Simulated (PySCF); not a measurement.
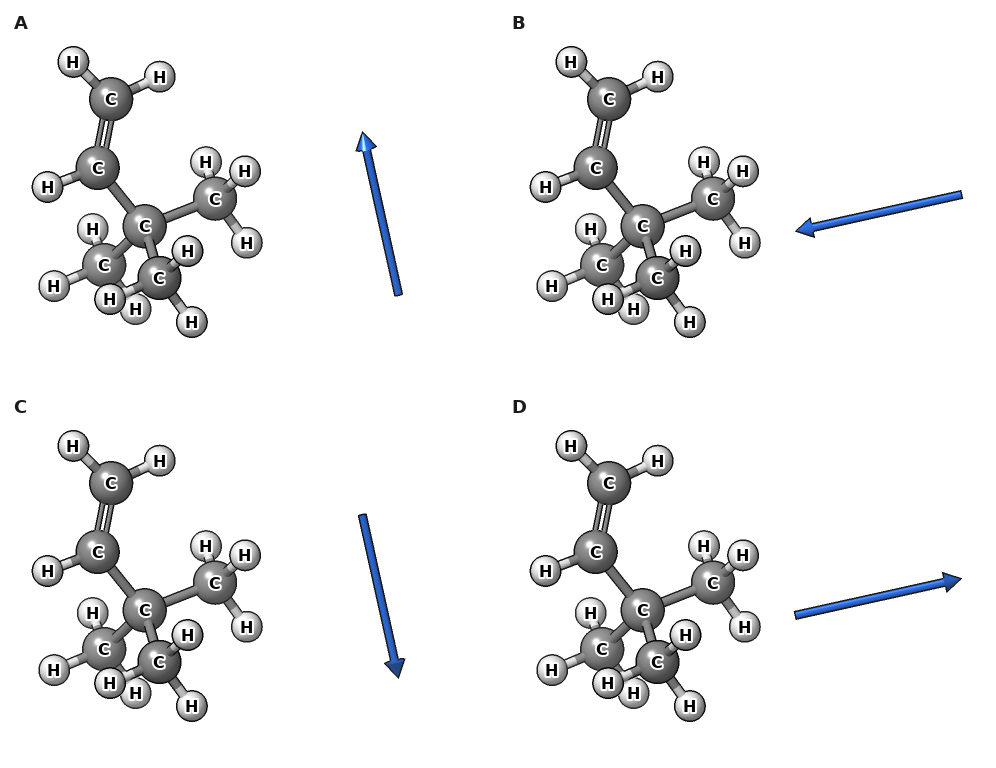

The same molecule four times, each with an arrow. The computed structure is the end point of a GFN2-xTB optimisation. No frequency run is at hand to confirm it as a minimum. Level of theory: B3LYP/pcJ-1, gas phase (PySCF 2.14.0).

### Which arrow points along the dipole moment, from the negative to the positive end?

C. The dipole moment is 0.32 D.
